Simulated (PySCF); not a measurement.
C3H9FNSi2 (SMILES F[C]1C[C@H]1[SiH2]N[SiH3]) (doublet)

```json
{"atom": "F", "x (Å)": "-1.3598", "y (Å)": "-1.8226", "z (Å)": "1.2577"}
{"atom": "C", "x (Å)": "-2.1300", "y (Å)": "-1.0403", "z (Å)": "0.4620"}
{"atom": "C", "x (Å)": "-2.1214", "y (Å)": "0.4208", "z (Å)": "0.5074"}
{"atom": "C", "x (Å)": "-1.6663", "y (Å)": "-0.3655", "z (Å)": "-0.7411"}
{"atom": "Si", "x (Å)": "0.1667", "y (Å)": "-0.3494", "z (Å)": "-1.2465"}
{"atom": "N", "x (Å)": "1.1294", "y (Å)": "-0.2911", "z (Å)": "0.1824"}
{"atom": "Si", "x (Å)": "2.4934", "y (Å)": "0.6991", "z (Å)": "0.5963"}
{"atom": "H", "x (Å)": "-3.0628", "y (Å)": "0.9482", "z (Å)": "0.4587"}
{"atom": "H", "x (Å)": "-1.3632", "y (Å)": "0.9289", "z (Å)": "1.0929"}
{"atom": "H", "x (Å)": "-2.3596", "y (Å)": "-0.3360", "z (Å)": "-1.5718"}
{"atom": "H", "x (Å)": "0.4170", "y (Å)": "0.8793", "z (Å)": "-1.9986"}
{"atom": "H", "x (Å)": "0.4362", "y (Å)": "-1.5595", "z (Å)": "-2.0307"}
{"atom": "H", "x (Å)": "0.8648", "y (Å)": "-0.9613", "z (Å)": "0.8872"}
{"atom": "H", "x (Å)": "3.4185", "y (Å)": "0.7074", "z (Å)": "-0.5369"}
{"atom": "H", "x (Å)": "2.0494", "y (Å)": "2.0682", "z (Å)": "0.8845"}
{"atom": "H", "x (Å)": "3.0801", "y (Å)": "0.0828", "z (Å)": "1.7851"}
```

Geometry: GFN2-xTB.

Computed with PySCF, UKS B3LYP, pcH-1 on C F H N Si, non-relativistic, mean-field spin-orbit, GIAO.

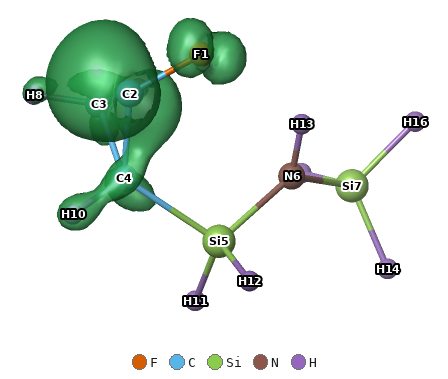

Figure 1. Isosurface of the spin density (α minus β) at +0.03 e/Å³ (green), seen at a tilt.

Q: Describe the spin distribution.

A: The unpaired spin (1 electron) lies mostly on C2 (about 0.7), F1 (about 0.1), C4 (about 0.1) and C3 (about 0.1), in electrons by Hirshfeld's partition.

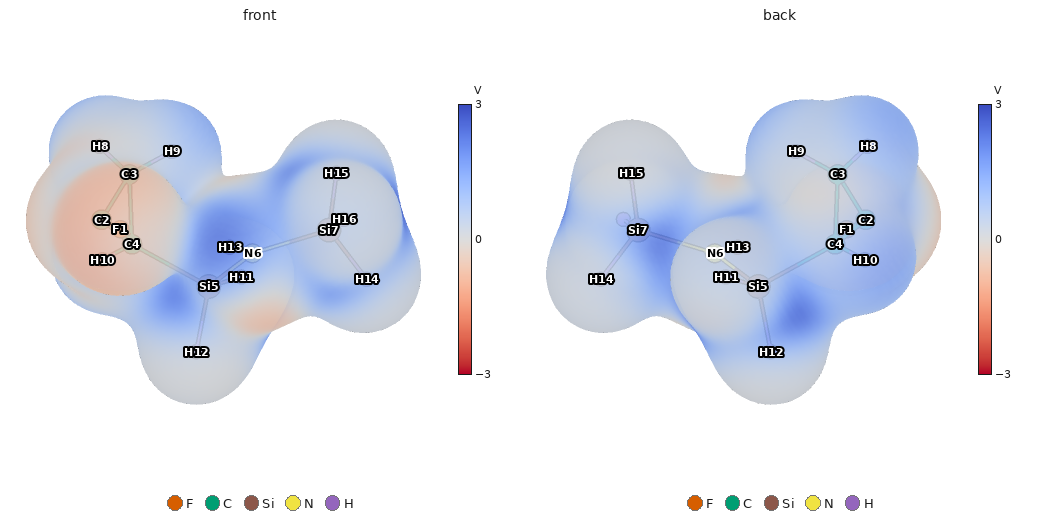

Figure 2. The electrostatic potential painted on the density surface at 0.004 e/bohr³, seen from the front and from behind; red is negative and blue positive.

Q: Which sites attract a positive test charge, and which a negative one?

A: A positive charge is drawn to the negative regions and a negative charge to the positive ones. The most negative region (about −0.8 V) lies over F1, the most positive (about +2.3 V) over Si5, Si7 and H13.

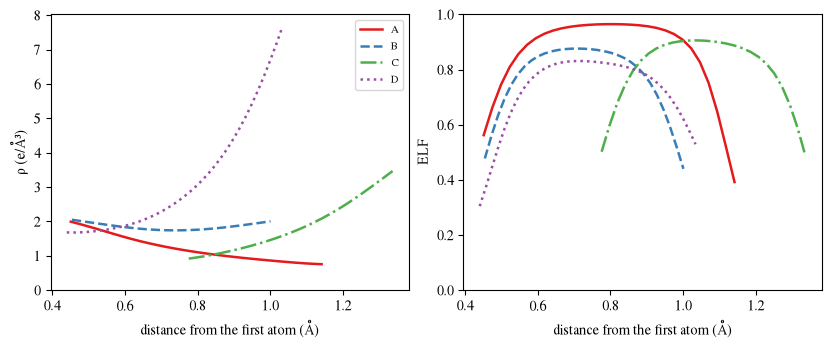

Figure 3. Electron density and ELF along straight lines between neighbouring atoms. The curves leave out the atomic cores.

Q: Which curve belongs to which contact (C–C, C–F, C–Si and Si–N)? The first atom named is at distance zero.

A: Curve A: C–Si (1.90 Å): ρ at the midpoint is about 0.91 e/Å³; the ELF peaks at about 0.95 between the atoms (a covalent bond). Curve B: C–C (1.46 Å): ρ at the midpoint is about 1.7 e/Å³; the ELF peaks at about 0.90 between the atoms (localised, covalent bonding). Curve C: Si–N (1.72 Å): ρ at the midpoint is about 1.1 e/Å³; the ELF peaks at about 0.90 between the atoms, as expected for a shared but strongly polarised pair. Curve D: C–F (1.36 Å): ρ is about 2.2 e/Å³ halfway, with its minimum of 1.7 e/Å³ about 0.5 Å from C; the ELF peaks at about 0.85 between the atoms (a polar covalent bond).
